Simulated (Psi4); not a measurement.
**triplet C2F6: levels of theory compared**

Wanted: a comparison of 3 runs (U-wB97M-V/6-31G*, U-wB97X/6-31G*, UCAM-B3LYP/6-31G*) of triplet C2F6. 

Program for the calculation: Psi4 1.11.

1 further run of the same task is left out (set aside as unsound or not needed).

**1. The system as given**

The species is C2F6 (8 atoms), meant as a triplet with charge 0. SMILES of the parent species: `FC(F)(F)C(F)(F)F`. Geometry: relaxed at PBE0-D4/def2-TZVP. That shape belongs to the parent species and isn't relaxed for this state.

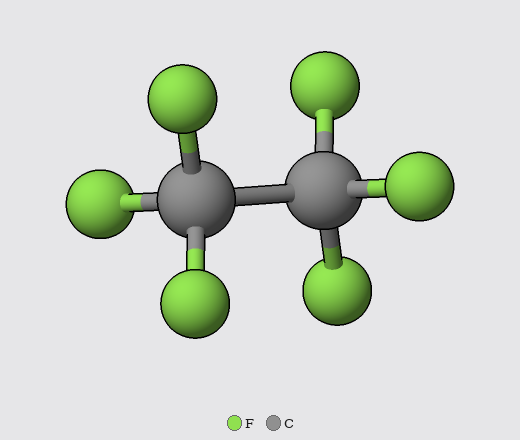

Viewed from a chosen angle; fluorine green, carbon grey.

**2. A single-point energy at U-wB97M-V/6-31G(d) (spherical functions) (run 1)**

Input file input.inp:

```
memory 2200 mb

molecule {
  0 3
  F      2.01363547    -1.44991127     2.17696450
  C      1.25222702    -0.75078819    -0.10376486
  F      3.01613518     0.68272025    -1.15447148
  F      0.90434733    -2.79038849    -1.51408637
  C     -1.25226481     0.75073150     0.10372707
  F     -0.90139936     2.79617105     1.50490230
  F     -2.01951251     1.44034925    -2.17790936
  F     -3.01316831    -0.67888411     1.16465711
  units bohr
  symmetry c1
  no_reorient
  no_com
}

set globals {
  basis                6-31G*
  reference            uks
  puream               true
  e_convergence        1e-09
  d_convergence        1e-08
  scf_type             pk
  dft_radial_points    99
  dft_spherical_points 590
  maxiter              100
}

energy('wb97m-v')
print_variables()
```

Launch:

```bash
$ psi4 -n 1 input.inp input.out
```

input.out:

```text
[...]
  Running in c1 symmetry.
[...]
  Nuclear repulsion =  464.042411905118286
[...]
  Multiplicity = 3
[...]
  Nalpha       = 34
  Nbeta        = 32
[...]
    Number of basis functions: 112
[...]
   @UKS iter   1:  -674.55699390053212    1.76217e-01   5.59536e-03 DIIS/ADIIS
[...]
   @UKS iter  49:  -674.69541522899897   -2.81943e-11   7.48766e-09 DIIS
[...]
   @S^2 Observed:                2.002966259E+00
[...]
    Orbital Energies [Eh]
    ---------------------
    Alpha Occupied:
       1A    -24.981455     2A    -24.981397     3A    -24.981352
       4A    -24.981295     5A    -24.969190     6A    -24.969169
       7A    -10.623585     8A    -10.623422     9A     -1.493072
      10A     -1.469334    11A     -1.399002    12A     -1.396329
      13A     -1.388514    14A     -1.386222    15A     -0.936440
      16A     -0.822387    17A     -0.769935    18A     -0.758713
      19A     -0.752869    20A     -0.722301    21A     -0.719371
      22A     -0.631190    23A     -0.614407    24A     -0.612896
      25A     -0.602874    26A     -0.602401    27A     -0.578407
      28A     -0.576392    29A     -0.555674    30A     -0.554621
      31A     -0.546121    32A     -0.539539    33A     -0.509442
      34A     -0.072053
[...]
  @UKS Final Energy:  -674.69541522899897
   => Energetics <=
    Nuclear Repulsion Energy =            464.0424119051182856
    One-Electron Energy =               -1860.4102893728968411
    Two-Electron Energy =                 775.5437193477438313
    DFT Exchange-Correlation Energy =     -54.1383230360799601
    Empirical Dispersion Energy =           0.0000000000000000
    VV10 Nonlocal Energy =                  0.2670659271157628
    Total Energy =                       -674.6954152289989679
[...]
 Multipole Moments:
 ------------------------------------------------------------------------------------
     Multipole            Electronic (a.u.)      Nuclear  (a.u.)        Total (a.u.)
 ------------------------------------------------------------------------------------
 L = 1.  Multiply by 2.5417464519 to convert [e a0] to [Debye]
 Dipole X            :         -0.0000799            0.0001135            0.0000336
 Dipole Y            :         -0.0001218            0.0001700            0.0000482
 Dipole Z            :         -0.0000744            0.0002836            0.0002092
 Magnitude           :                                                    0.0002172
[...]
```

It took 7.2 min on 1 thread of Intel Xeon 6975P-C (Granite Rapids), shared host; peak memory 1.1 GiB.

**3. Energy and gradient at U-wB97X/6-31G(d) (spherical functions) (run 2)**

Input file c2f6.json:

```json
{
  "schema_name": "qcschema_input",
  "schema_version": 1,
  "molecule": {
    "schema_name": "qcschema_molecule",
    "schema_version": 2,
    "symbols": ["F", "C", "F", "F", "C", "F", "F", "F"],
    "geometry": [2.01363547, -1.44991127, 2.1769645, 1.25222702, -0.75078819, -0.10376486, 3.01613518, 0.68272025, -1.15447148, 0.90434733, -2.79038849, -1.51408637, -1.25226481, 0.7507315, 0.10372707, -0.90139936, 2.79617105, 1.5049023, -2.01951251, 1.44034925, -2.17790936, -3.01316831, -0.67888411, 1.16465711],
    "molecular_charge": 0,
    "molecular_multiplicity": 3,
    "fix_symmetry": "c1"
  },
  "driver": "gradient",
  "model": {
    "method": "wb97x",
    "basis": "6-31G*"
  },
  "keywords": {
    "reference": "uks",
    "puream": true,
    "e_convergence": 1e-09,
    "d_convergence": 1e-08,
    "scf_type": "pk",
    "dft_radial_points": 99,
    "dft_spherical_points": 590,
    "maxiter": 100
  }
}
```

Launch:

```bash
$ psi4 --qcschema c2f6.json -n 1 --memory 2200MB
```

stdout:

```text
[...]
  Running in c1 symmetry.
[...]
  Nuclear repulsion =  464.042411905118286
[...]
  Multiplicity = 3
[...]
  Nalpha       = 34
  Nbeta        = 32
[...]
    Number of basis functions: 112
[...]
   @UKS iter   1:  -674.56308213081775    1.85225e-01   5.78568e-03 DIIS/ADIIS
[...]
   @UKS iter  77:  -674.70844642760790   -5.68434e-13   2.90884e-09 DIIS
[...]
   @S^2 Observed:                2.003422201E+00
[...]
  @UKS Final Energy:  -674.70844642760790
   => Energetics <=
    Nuclear Repulsion Energy =            464.0424119051182856
    One-Electron Energy =               -1860.6672127857225405
    Two-Electron Energy =                 775.3527489699596345
    DFT Exchange-Correlation Energy =     -53.4363945169632828
    Empirical Dispersion Energy =           0.0000000000000000
    VV10 Nonlocal Energy =                  0.0000000000000000
    Total Energy =                       -674.7084464276078961
[...]
 Multipole Moments:
 ------------------------------------------------------------------------------------
     Multipole            Electronic (a.u.)      Nuclear  (a.u.)        Total (a.u.)
 ------------------------------------------------------------------------------------
 L = 1.  Multiply by 2.5417464519 to convert [e a0] to [Debye]
 Dipole X            :          0.0000388           -0.0000131            0.0000256
 Dipole Y            :          0.0000591           -0.0000197            0.0000394
 Dipole Z            :          0.0001825           -0.0000148            0.0001677
 Magnitude           :                                                    0.0001742
[...]
  -Total Gradient:
     Atom            X                  Y                   Z
    ------   -----------------  -----------------  -----------------
       1       -0.021697100528    -0.015421011546    -0.034259554728
       2        0.084164205811     0.034608274042    -0.039638091633
       3       -0.096113845992    -0.040703167840     0.044465486933
       4        0.000358041212     0.013518018550     0.043199780973
       5       -0.083684713128    -0.034009083292     0.041120941990
       6       -0.000362163699    -0.013963883595    -0.043482205219
       7        0.021475943181     0.015565463306     0.033826465052
       8        0.095858283114     0.040402581050    -0.045230703761
[...]
```

The result, in JSON:

```text
{
 "driver": "gradient",
 "model": {
  "method": "wb97x",
  "basis": "6-31G*"
 },
 "success": true,
 "return_result": [-0.02169710052834241, -0.015421011546325206, -0.03425955472764902, 0.08416420581104325, 0.034608274041951985, -0.039638091633272, -0.09611384599209907, -0.04070316783995881, 0.04446548693258731, 0.0003580412119842391, 0.01351801854987661, 0.043199780973078084, -0.08368471312800592, -0.03400908329243306, 0.04112094199012123, -0.00036216369948185306, -0.01396388359477202, -0.043482205219214976, 0.02147594318051714, 0.01556546330636395, 0.0338264650518193, 0.0958582831135947, 0.04040258105043684, -0.04523070376125553],
 "properties": {
  "calcinfo_nbasis": 112,
  "calcinfo_nmo": 112,
  "calcinfo_nalpha": 34,
  "calcinfo_nbeta": 32,
  "calcinfo_natom": 8,
  "nuclear_repulsion_energy": 464.0424119051183,
  "return_energy": -674.7084464276079,
  "return_gradient": [-0.02169710052834241, -0.015421011546325206, -0.03425955472764902, 0.08416420581104325, 0.034608274041951985, -0.039638091633272, -0.09611384599209907, -0.04070316783995881, 0.04446548693258731, 0.0003580412119842391, 0.01351801854987661, 0.043199780973078084, -0.08368471312800592, -0.03400908329243306, 0.04112094199012123, -0.00036216369948185306, -0.01396388359477202, -0.043482205219214976, 0.02147594318051714, 0.01556546330636395, 0.0338264650518193, 0.0958582831135947, 0.04040258105043684, -0.04523070376125553],
  "scf_one_electron_energy": -1860.6672127857225,
  "scf_two_electron_energy": 775.3527489699596,
  "scf_xc_energy": -53.43639451696328,
  "scf_dipole_moment": [2.5635302277948746e-05, 3.939809244235537e-05, 0.0001677302755286325],
  "scf_total_energy": -674.7084464276079,
  "scf_total_gradient": [-0.02169710052834241, -0.015421011546325206, -0.03425955472764902, 0.08416420581104325, 0.034608274041951985, -0.039638091633272, -0.09611384599209907, -0.04070316783995881, 0.04446548693258731, 0.0003580412119842391, 0.01351801854987661, 0.043199780973078084, -0.08368471312800592, -0.03400908329243306, 0.04112094199012123, -0.00036216369948185306, -0.01396388359477202, -0.043482205219214976, 0.02147594318051714, 0.01556546330636395, 0.0338264650518193, 0.0958582831135947, 0.04040258105043684, -0.04523070376125553],
  "scf_iterations": 77
 }
}
```

Wall time 2.6 min (1 thread of Intel Xeon 6975P-C (Granite Rapids), shared host); peak memory 0.98 GiB.

**4. The energy at UCAM-B3LYP/6-31G(d) (spherical functions) (run 3)**

Input file job.json:

```json
{
  "schema_name": "qcschema_input",
  "schema_version": 1,
  "molecule": {
    "schema_name": "qcschema_molecule",
    "schema_version": 2,
    "symbols": ["F", "C", "F", "F", "C", "F", "F", "F"],
    "geometry": [2.01363547, -1.44991127, 2.1769645, 1.25222702, -0.75078819, -0.10376486, 3.01613518, 0.68272025, -1.15447148, 0.90434733, -2.79038849, -1.51408637, -1.25226481, 0.7507315, 0.10372707, -0.90139936, 2.79617105, 1.5049023, -2.01951251, 1.44034925, -2.17790936, -3.01316831, -0.67888411, 1.16465711],
    "molecular_charge": 0,
    "molecular_multiplicity": 3,
    "fix_symmetry": "c1"
  },
  "driver": "energy",
  "model": {
    "method": "cam-b3lyp",
    "basis": "6-31G*"
  },
  "keywords": {
    "reference": "uks",
    "puream": true,
    "e_convergence": 1e-09,
    "d_convergence": 1e-08,
    "scf_type": "pk",
    "dft_radial_points": 99,
    "dft_spherical_points": 590,
    "maxiter": 100
  }
}
```

Launch:

```bash
$ psi4 --qcschema job.json -n 1 --memory 2200MB
```

stdout:

```text
[...]
  Running in c1 symmetry.
[...]
  Nuclear repulsion =  464.042411905118286
[...]
  Multiplicity = 3
[...]
  Nalpha       = 34
  Nbeta        = 32
[...]
    Number of basis functions: 112
[...]
   @UKS iter   1:  -674.56097164012613    2.48860e-01   5.42809e-03 DIIS/ADIIS
[...]
   @UKS iter  75:  -674.68049401237465   -2.04636e-12   5.90338e-09 DIIS
[...]
   @S^2 Observed:                2.003598936E+00
[...]
    Orbital Energies [Eh]
    ---------------------
    Alpha Occupied:
       1A    -24.839347     2A    -24.839320     3A    -24.827548
       4A    -24.827478     5A    -24.826223     6A    -24.826176
       7A    -10.527523     8A    -10.527351     9A     -1.444546
      10A     -1.418992    11A     -1.346897    12A     -1.344640
      13A     -1.335985    14A     -1.333657    15A     -0.900266
      16A     -0.778610    17A     -0.731547    18A     -0.720231
      19A     -0.712586    20A     -0.683671    21A     -0.680670
      22A     -0.593198    23A     -0.576646    24A     -0.574936
      25A     -0.564855    26A     -0.563967    27A     -0.540542
      28A     -0.539063    29A     -0.518254    30A     -0.517208
      31A     -0.507703    32A     -0.501067    33A     -0.479881
      34A     -0.046075
[...]
  @UKS Final Energy:  -674.68049401237465
   => Energetics <=
    Nuclear Repulsion Energy =            464.0424119051182856
    One-Electron Energy =               -1860.8563368828367857
    Two-Electron Energy =                 776.9007683374786666
    DFT Exchange-Correlation Energy =     -54.7673373721349037
    Empirical Dispersion Energy =           0.0000000000000000
    VV10 Nonlocal Energy =                  0.0000000000000000
    Total Energy =                       -674.6804940123746519
[...]
 Multipole Moments:
 ------------------------------------------------------------------------------------
     Multipole            Electronic (a.u.)      Nuclear  (a.u.)        Total (a.u.)
 ------------------------------------------------------------------------------------
 L = 1.  Multiply by 2.5417464519 to convert [e a0] to [Debye]
 Dipole X            :         -0.0001052           -0.0000131           -0.0001183
 Dipole Y            :         -0.0001201           -0.0000197           -0.0001398
 Dipole Z            :          0.0001911           -0.0000148            0.0001763
 Magnitude           :                                                    0.0002542
[...]
```

The result, in JSON:

```text
{
 "driver": "energy",
 "model": {
  "method": "cam-b3lyp",
  "basis": "6-31G*"
 },
 "success": true,
 "return_result": -674.6804940123747,
 "properties": {
  "calcinfo_nbasis": 112,
  "calcinfo_nmo": 112,
  "calcinfo_nalpha": 34,
  "calcinfo_nbeta": 32,
  "calcinfo_natom": 8,
  "nuclear_repulsion_energy": 464.0424119051183,
  "return_energy": -674.6804940123747,
  "scf_one_electron_energy": -1860.8563368828368,
  "scf_two_electron_energy": 776.9007683374787,
  "scf_xc_energy": -54.767337372134904,
  "scf_dipole_moment": [-0.00011829154885439896, -0.00013980808353808438, 0.00017632296936009872],
  "scf_total_energy": -674.6804940123747,
  "scf_iterations": 75
 }
}
```

Run time: 2.4 min. Hardware: 1 thread of Intel Xeon 6975P-C (Granite Rapids), shared host; peak memory 0.98 GiB.

**5. All runs side by side**

| run | level | task | energy (Eh) | dipole moment (D) | HOMO energy (eV) | ⟨S²⟩ | wall time |
| --- | --- | --- | --- | --- | --- | --- | --- |
| 1 | U-wB97M-V/6-31G* (spherical functions) | energy | -674.695415 | 0.00 | -1.96 | 2.003 | 7.2 min |
| 2 | U-wB97X/6-31G* (spherical functions) | gradient | -674.708446 | 0.00 | -2.21 | 2.003 | 2.6 min |
| 3 | UCAM-B3LYP/6-31G* (spherical functions) | energy | -674.680494 | 0.00 | -1.25 | 2.004 | 2.4 min |

**6. Outcome**

```
                                 quantity          value
                      run 3: total energy  -674.68049 Eh
                     run 3: dipole moment         0.00 D
run 3: HOMO energy (highest over α and β)       -1.25 eV
                              run 3: ⟨S²⟩          2.004
```

**Reading.** Totals of different functionals can't be ranked against each other. All runs together took 12 min, the longest 7.2 min.
